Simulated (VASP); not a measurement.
Band structure of VS (relaxed from the wurtzite structure, space group P6_3mc). All values below come from PBEsol GGA, VASP's PBE PAW potentials (set 64) (plane waves; VASP).

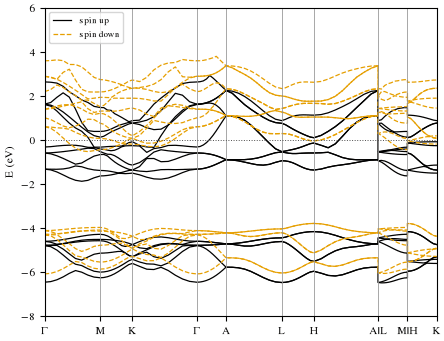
Fig. 1. Bands along high-symmetry lines, zero at the valence-band maximum or, without a gap, the Fermi level

### Question
Read the plot: is there a gap, and where are the band edges?

### Answer
It has no gap at this level: it comes out as a metal or semimetal. (Edges off the drawn lines would not show.)

The structure was generated: VS was put into the wurtzite type (P6_3mc), which need not be its known phase. It was relaxed first, which changed the volume by -29 %.
